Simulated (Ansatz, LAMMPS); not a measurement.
# Li+ PF6- in trimethyl phosphate and 1,3-dioxolane at 400 K (173 atoms): a short ab initio trajectory

How do the atoms of Li+ PF6- in trimethyl phosphate and 1,3-dioxolane at 400 K (173 atoms) move, and what local order do they keep?

Main program and level: Ansatz 0.2.0; Kohn-Sham DFT, PBE+D3(BJ), PAW (set soft_2), plane waves.

### Step 1. The structure

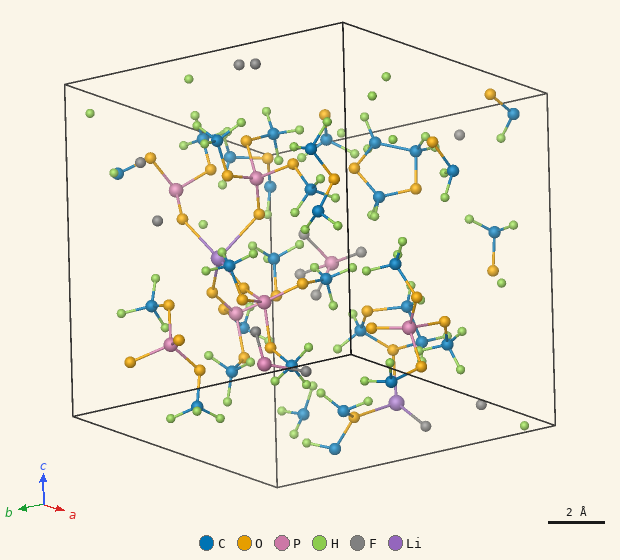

The cell as given, from a free direction (carbon blue, oxygen orange, phosphorus pink, hydrogen green, fluorine grey, lithium purple). Bonds to atoms that aren't drawn are left out. Some periodic images of atoms are drawn too.

The cell holds 173 atoms: 33 C, 34 O, 8 P, 84 H, 12 F and 2 Li. Cell: a = 12.548 Å, b = 12.548 Å, c = 12.548 Å, α = 90.0°, β = 90.0°, γ = 90.0°. 6 trimethyl phosphate, 5 1,3-dioxolane, 2 Li+, 2 PF6- placed at random, at 1.27 g/cm³; overlaps pushed apart, then 10 ps at 550 K with stiff harmonic cages for PF6 and BF4 with UFF radii; Joung-Cheatham ions (J. Phys. Chem. B 112, 9020 (2008)); MMFF94 bonds, angles, torsions, charges and radii (Halgren, J. Comput. Chem. 17, 490 (1996)) in harmonic and 12-6 forms; charges of ions scaled by 0.8. Snapshot after 30 ps at 400 K and fixed volume.

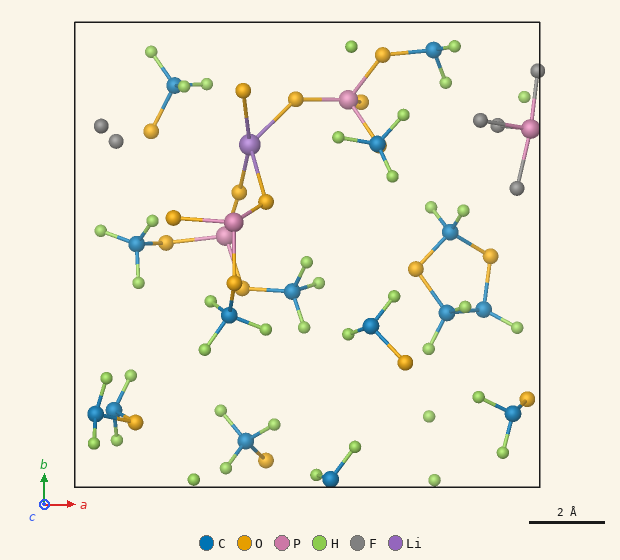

A slice 6 Å thick through the middle of the cell. Bonds to atoms that aren't drawn are left out.

Limits known from the start: The network of contacts between molecules at the start is that of the classical potential that made the cell. The density was typed from a rule of thumb and may lie off the real one at this temperature. Only the Γ point is sampled, in a cell whose shortest periodic width is 13 Å.

### Step 2. Single point at the start

A single point comes first, to see the forces before anything moves.

input.yaml reads:

```yaml
crystal:
  lattice:
    - [12.5481, 0.0, 0.0]
    - [0.0, 12.5481, 0.0]
    - [0.0, 0.0, 12.5481]
  atoms:
    - { symbol: C, position: [0.52648, 0.80872, 0.21207] }
    - { symbol: O, position: [0.61591, 0.82833, 0.27667] }
    - { symbol: P, position: [0.58845, 0.83352, 0.40434] }
    - { symbol: O, position: [0.47529, 0.83466, 0.44424] }
    [... 163 atom lines left out ...]
    - { symbol: F, position: [0.9843, 0.25163, 0.10671] }
    - { symbol: F, position: [0.99755, 0.31467, 0.93323] }
    - { symbol: F, position: [0.15361, 0.27343, 0.03285] }
    - { symbol: F, position: [0.09654, 0.44433, 0.97606] }
    - { symbol: Li, position: [0.3765, 0.7371, 0.50795] }
    - { symbol: Li, position: [0.95944, 0.53636, 0.15967] }
kpoints:
  mp_grid: { grid: [1, 1, 1] }
hamiltonian:
  xc: pbe
  dispersion: d3bj
scf:
  occupations: { method: fermi_dirac, width: 0.025 }
output:
  forces: true
```

Started as:

```sh
$ ansatz run input.yaml --threads 4 --pin off --max-ram 8192MiB --backend cpu --events-out ev --progress --plain --runs-dir out
```

Wall time 21 s (4 threads of Arm Neoverse V2, shared host); peak memory 2.8 GiB; 70 s of CPU time.

Read from the output:

```yaml
free_energy: -45075.3101 eV
free_energy_per_atom: -260.5509 eV/atom
scf_cycles: 10
r_m_s_force_component: 1.046 eV/Å
longest_force: 4.828 eV/Å
fermi_energy: 1.869 eV
```

The r.m.s. force component of 1.0 eV/Å sets the starting point.

Neighbours are counted within 1.34 Å (H-C), 1.73 Å (O-C), 2.08 Å (O-P), 2.27 Å (O-Li), 1.85 Å (C-C), 2.00 Å (F-P), 2.16 Å (F-Li).

Length of the force by element and coordination:

| element | coordination | atoms | mean length of the force (eV/Å) | spread | least | most |
| --- | --- | --- | --- | --- | --- | --- |
| C | all | 33 | 2.27 | 1.00 | 0.594 | 4.70 |
| F | all | 12 | 1.17 | 0.560 | 0.460 | 2.19 |
| F | 1 | 11 | 1.18 | 0.583 | 0.460 | 2.19 |
| F | 2 | 1 | 1.02 | 0 | 1.02 | 1.02 |
| H | all | 84 | 1.13 | 0.568 | 0.275 | 3.53 |
| Li | all | 2 | 0.389 | 0.0705 | 0.319 | 0.460 |
| O | all | 34 | 1.82 | 1.06 | 0.331 | 4.83 |
| O | 1 | 1 | 0.670 | 0 | 0.670 | 0.670 |
| O | 2 | 31 | 1.89 | 1.08 | 0.331 | 4.83 |
| O | 3 | 2 | 1.40 | 0.295 | 1.10 | 1.69 |
| P | all | 8 | 2.59 | 0.731 | 1.52 | 3.78 |
| P | 4 | 6 | 2.73 | 0.699 | 2.03 | 3.78 |
| P | 6 | 2 | 2.20 | 0.682 | 1.52 | 2.88 |

### Step 3. Dynamics at 400 K

A Nosé–Hoover thermostat steers the temperature while disturbing the dynamics little. The time step is 0.5 fs, short enough for the stretching of bonds to hydrogen.

Edit input.yaml of step 2 so:

```diff
@@ -16 +16,8 @@
   forces: true
+md:
+  timestep: 0.5
+  n_steps: 180
+  ensemble: nvt_nose_hoover
+  temperature: 400
+  initial_velocities: maxwell_boltzmann
+  seed: 6911
```

Run time: 32 min. Hardware: 4 threads; peak memory 3 GiB; 2.1 h of CPU time.

The program notes that it switched symmetry off.

The trajectory, sampled:

| time (fs) | T (K) | potential (meV/atom) | conserved (meV/atom) |
| --- | --- | --- | --- |
| 0.0 | 400 | 0.0 | 0.00 |
| 6.0 | 478 | -10.1 | -0.04 |
| 12.0 | 437 | -4.8 | -0.02 |
| 18.0 | 427 | -3.7 | -0.03 |
| 24.0 | 435 | -4.9 | -0.02 |
| 30.0 | 412 | -2.1 | -0.02 |
| 36.0 | 423 | -3.7 | -0.01 |
| 42.0 | 446 | -6.9 | -0.03 |
| 48.0 | 400 | -1.3 | -0.01 |
| 54.0 | 456 | -8.8 | -0.05 |
| 60.0 | 413 | -3.7 | -0.03 |
| 66.0 | 459 | -9.9 | -0.06 |
| 72.0 | 434 | -7.2 | -0.05 |
| 78.0 | 439 | -8.3 | -0.05 |
| 84.0 | 436 | -8.4 | -0.04 |
| 90.0 | 460 | -12.1 | -0.06 |

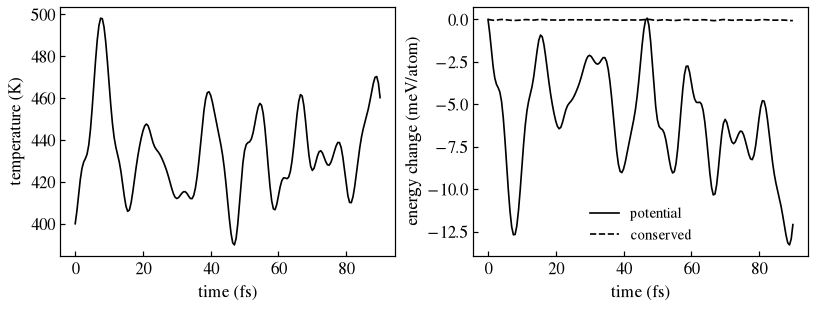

Temperature and energies against time.

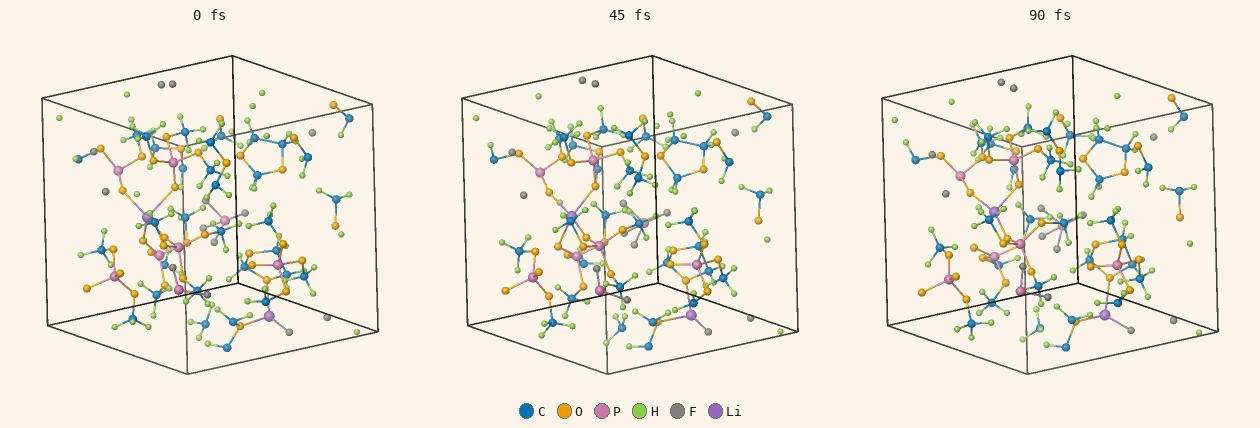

3 frames of the run. Bonds to atoms that aren't drawn are left out.

Mean square displacement from the first frame to the last: C 0.21 Å², O 0.17 Å², P 0.077 Å², H 0.66 Å², F 0.11 Å², Li 0.14 Å².

Mean square displacement against time lag:

| time lag (fs) | C (Å²) | F (Å²) | H (Å²) | Li (Å²) | O (Å²) | P (Å²) |
| --- | --- | --- | --- | --- | --- | --- |
| 0.5 | 2.4e-5 | 1.7e-5 | 2.5e-4 | 3.2e-5 | 1.9e-5 | 9.1e-6 |
| 6.0 | 0.00310 | 0.00242 | 0.0255 | 0.00437 | 0.00264 | 0.00126 |
| 11.5 | 0.00941 | 0.00838 | 0.0552 | 0.0151 | 0.00855 | 0.00418 |
| 17.0 | 0.0163 | 0.0168 | 0.0728 | 0.0310 | 0.0157 | 0.00806 |
| 22.5 | 0.0226 | 0.0262 | 0.0757 | 0.0512 | 0.0230 | 0.0124 |
| 28.0 | 0.0298 | 0.0354 | 0.104 | 0.0755 | 0.0306 | 0.0171 |
| 33.5 | 0.0394 | 0.0432 | 0.147 | 0.103 | 0.0395 | 0.0222 |
| 39.0 | 0.0521 | 0.0495 | 0.194 | 0.132 | 0.0499 | 0.0279 |
| 45.0 | 0.0676 | 0.0550 | 0.229 | 0.163 | 0.0622 | 0.0351 |

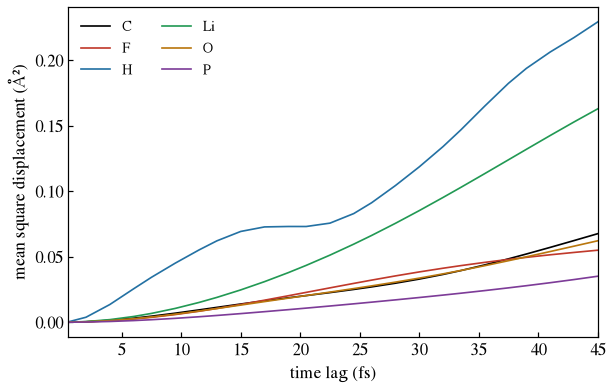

Mean square displacement against time lag.

Over the second half of 90 fs the temperature averages 433 K with swings of 19 K r.m.s. The conserved energy stays within 0.07 meV/atom. From first frame to last H has the largest mean square displacement, 0.66 Å² at the end; the farthest move is 1.65 Å. The count of bonds goes from 171 in the first frame to 170 in the last, by one set of cutoffs: 1 pairs passed out of them and 0 came within. The run spans 0.09 ps, too short for its means to be equilibrium values.

### Step 4. Local order late in the run

The g(r) is a mean over the second half; what follows it is taken at the last frame.

Bonds before and after, by the cutoffs listed below:

| pair | bonds before | bonds after | mean before (Å) | mean after (Å) | spread before (Å) | spread after (Å) |
| --- | --- | --- | --- | --- | --- | --- |
| H-C | 84 | 84 | 1.094 | 1.101 | 0.032 | 0.031 |
| O-C | 38 | 38 | 1.420 | 1.449 | 0.033 | 0.040 |
| O-P | 24 | 24 | 1.597 | 1.581 | 0.066 | 0.056 |
| O-Li | 7 | 6 | 2.021 | 1.948 | 0.127 | 0.053 |
| C-C | 5 | 5 | 1.513 | 1.557 | 0.022 | 0.038 |
| F-P | 12 | 12 | 1.631 | 1.654 | 0.026 | 0.044 |
| F-Li | 1 | 1 | 1.919 | 2.001 | 0.000 | 0.000 |

Density 1.27 g/cm³, 11.42 Å³ an atom.

Mean of 14 frames. g(r), total and by pair (bins of 0.2 Å):

| r (Å) | total | H-H | H-O | H-C | H-F | H-P | H-Li |
| --- | --- | --- | --- | --- | --- | --- | --- |
| 1.00 | 1.91 | 0.00 | 0.00 | 10.30 | 0.00 | 0.00 | 0.00 |
| 1.20 | 1.74 | 0.00 | 0.00 | 9.38 | 0.00 | 0.00 | 0.00 |
| 1.40 | 0.94 | 0.00 | 0.00 | 0.00 | 0.00 | 0.00 | 0.00 |
| 1.60 | 0.94 | 0.38 | 0.00 | 0.00 | 0.00 | 0.00 | 0.00 |
| 1.80 | 1.06 | 4.21 | 0.03 | 0.00 | 0.03 | 0.00 | 0.00 |
| 2.00 | 0.88 | 0.42 | 3.57 | 0.12 | 0.24 | 0.00 | 0.00 |
| 2.20 | 1.03 | 0.45 | 2.66 | 0.85 | 0.43 | 0.00 | 0.00 |
| 2.40 | 0.73 | 0.72 | 0.41 | 0.30 | 0.96 | 0.04 | 0.11 |
| 2.60 | 0.78 | 0.83 | 0.69 | 0.48 | 0.62 | 0.59 | 1.53 |
| 2.80 | 0.73 | 0.81 | 0.88 | 0.75 | 0.98 | 1.62 | 0.98 |
| 3.00 | 0.87 | 0.82 | 0.88 | 0.96 | 0.97 | 1.55 | 0.66 |
| 3.20 | 0.96 | 0.65 | 1.00 | 1.25 | 0.71 | 1.46 | 1.15 |
| 3.40 | 0.88 | 0.78 | 0.79 | 0.86 | 1.15 | 2.10 | 1.03 |
| 3.60 | 0.93 | 1.09 | 0.81 | 0.96 | 1.06 | 1.63 | 0.66 |
| 3.80 | 0.92 | 1.10 | 0.78 | 0.86 | 0.85 | 0.84 | 0.87 |
| 4.00 | 1.05 | 1.16 | 1.22 | 1.03 | 1.07 | 0.68 | 1.27 |
| 4.20 | 1.07 | 1.06 | 1.50 | 1.10 | 1.06 | 0.49 | 1.16 |
| 4.40 | 1.09 | 1.06 | 1.12 | 1.21 | 1.23 | 0.80 | 1.11 |
| 4.60 | 1.02 | 1.05 | 0.95 | 1.23 | 1.07 | 1.13 | 0.80 |
| 4.80 | 1.02 | 1.03 | 0.83 | 1.07 | 1.33 | 1.06 | 1.15 |
| 5.00 | 1.04 | 0.99 | 0.93 | 1.11 | 1.25 | 1.14 | 1.10 |
| 5.20 | 1.07 | 1.04 | 0.93 | 1.04 | 1.23 | 1.33 | 0.83 |
| 5.40 | 0.96 | 0.89 | 0.98 | 0.95 | 1.04 | 0.93 | 0.83 |
| 5.60 | 1.02 | 0.94 | 1.06 | 0.88 | 0.96 | 1.01 | 1.30 |
| 5.80 | 1.02 | 1.02 | 1.06 | 0.94 | 0.87 | 0.84 | 1.44 |
| 6.00 | 0.99 | 1.04 | 1.02 | 0.92 | 0.94 | 0.93 | 1.25 |
| 6.20 | 1.02 | 1.03 | 0.90 | 0.98 | 1.21 | 0.88 | 1.14 |

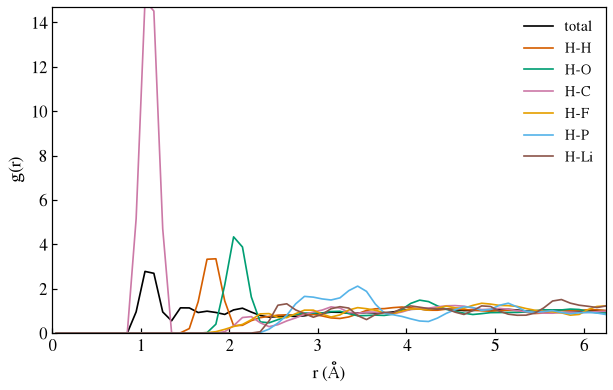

Pair distribution functions, lightly smoothed, with peaks cut at 14.

Bonds by pair of elements; cutoffs follow the first minimum of g(r), held within bounds set by covalent radii, and pairs that aren't listed don't count as bonded:

| pair A-B | cutoff (Å) | bonds | mean length (Å) | spread (Å) | shortest (Å) | B about A | A about B |
| --- | --- | --- | --- | --- | --- | --- | --- |
| H-C | 1.34 | 84 | 1.10 | 0.031 | 1.04 | 1 | 2.54 |
| O-C | 1.73 | 38 | 1.45 | 0.04 | 1.35 | 1.12 | 1.15 |
| O-P | 2.08 | 24 | 1.58 | 0.056 | 1.45 | 0.706 | 3 |
| O-Li | 2.48 | 6 | 1.95 | 0.053 | 1.89 | 0.176 | 3 |
| C-C | 1.85 | 5 | 1.56 | 0.038 | 1.50 | 0.303 | 0.303 |
| F-P | 2 | 12 | 1.65 | 0.044 | 1.57 | 1 | 1.5 |
| F-Li | 2.23 | 1 | 2.00 | 0 | 2.00 | 0.083 | 0.5 |

How many atoms have how many bonded neighbours:

| element | mean | 1 | 2 | 3 | 4 | 6 |
| --- | --- | --- | --- | --- | --- | --- |
| C | 4 | 0 | 0 | 0 | 33 | 0 |
| F | 1.08 | 11 | 1 | 0 | 0 | 0 |
| H | 1 | 84 | 0 | 0 | 0 | 0 |
| Li | 3.5 | 0 | 0 | 1 | 1 | 0 |
| O | 2 | 2 | 30 | 2 | 0 | 0 |
| P | 4.5 | 0 | 0 | 0 | 6 | 2 |

Bond angles, per cent of each kind in bins of 5°:

| angle (°) | H-C-O | H-C-H | O-P-O | F-P-F | C-C-H |
| --- | --- | --- | --- | --- | --- |
| 80–85 | 0.0 | 0.0 | 0.0 | 10.0 | 0.0 |
| 85–90 | 0.0 | 0.0 | 2.8 | 30.0 | 0.0 |
| 90–95 | 1.1 | 0.0 | 0.0 | 33.3 | 0.0 |
| 95–100 | 1.1 | 2.9 | 11.1 | 6.7 | 0.0 |
| 100–105 | 17.0 | 17.4 | 13.9 | 0.0 | 10.0 |
| 105–110 | 38.3 | 31.9 | 19.4 | 0.0 | 20.0 |
| 110–115 | 34.0 | 31.9 | 25.0 | 0.0 | 35.0 |
| 115–120 | 7.4 | 14.5 | 27.8 | 0.0 | 15.0 |
| 120–125 | 1.1 | 1.5 | 0.0 | 0.0 | 15.0 |
| 125–130 | 0.0 | 0.0 | 0.0 | 0.0 | 5.0 |
| 130–135 | 0.0 | 0.0 | 0.0 | 0.0 | 0.0 |
| 135–140 | 0.0 | 0.0 | 0.0 | 0.0 | 0.0 |
| 140–145 | 0.0 | 0.0 | 0.0 | 0.0 | 0.0 |
| 145–150 | 0.0 | 0.0 | 0.0 | 0.0 | 0.0 |
| 150–155 | 0.0 | 0.0 | 0.0 | 0.0 | 0.0 |
| 155–160 | 0.0 | 0.0 | 0.0 | 0.0 | 0.0 |
| 160–165 | 0.0 | 0.0 | 0.0 | 0.0 | 0.0 |
| 165–170 | 0.0 | 0.0 | 0.0 | 0.0 | 0.0 |
| 170–175 | 0.0 | 0.0 | 0.0 | 6.7 | 0.0 |
| 175–180 | 0.0 | 0.0 | 0.0 | 13.3 | 0.0 |

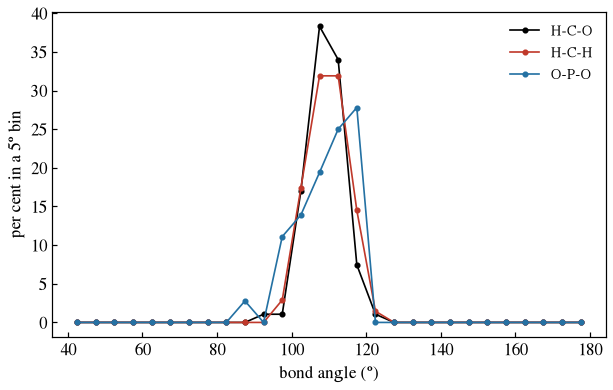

Distributions of the most common bond angles.

Bond angles (no mean is given where the spread exceeds 20°):

| angle | count | mean (°) | spread (°) |
| --- | --- | --- | --- |
| H-C-O | 94 | 109 | 4.7 |
| H-C-H | 69 | 110 | 5 |
| O-P-O | 36 | 109 | 7 |
| F-P-F | 30 | - | - |
| C-C-H | 20 | 114 | 6.4 |

Bond length by coordination (bonds to H left out):

| element | coordination | atoms | mean bond length (Å) |
| --- | --- | --- | --- |
| F | 1 | 11 | 1.65 |
| F | 2 | 1 | 1.86 |
| Li | 3 | 1 | 1.93 |
| Li | 4 | 1 | 1.97 |
| O | 1 | 2 | 1.51 |
| O | 2 | 30 | 1.53 |
| O | 3 | 2 | 1.64 |
| P | 4 | 6 | 1.58 |
| P | 6 | 2 | 1.65 |

Rings of the network by King's shortest-path rule, up to 12 atoms, one path for each pair of neighbours; H, halogens, alkali and alkaline-earth atoms are left out, and the last column divides by all other atoms, bonded or not:

| ring size (atoms) | rings | per network atom |
| --- | --- | --- |
| 5 | 5 | 0.067 |

By these cutoffs all C atoms have 4, 92 % of F atoms have 1, all H atoms have 1 and 50 % of Li atoms have 3 and as many 4 bonded neighbours. The H-C-O angle averages 109° with a spread of 5°. All rings counted have 5 atoms.

[end of part 1 of 2]

[Logs are printed without paths, hosts, clocks, repeated set-up lines and the standing remarks that a program may print on its own settings, such as how far it seeks lower states.]

[Hosts, paths, dates, database ids (printed as entryN), source tags and the programs' standing remarks are cut or masked in the printed files.]

[The MMFF94 radii named for the starting cell were scaled by 0.96; in molecules described by MMFF94, hydrogen bound to N, O or S took a small fixed 12-6 site in their place.]
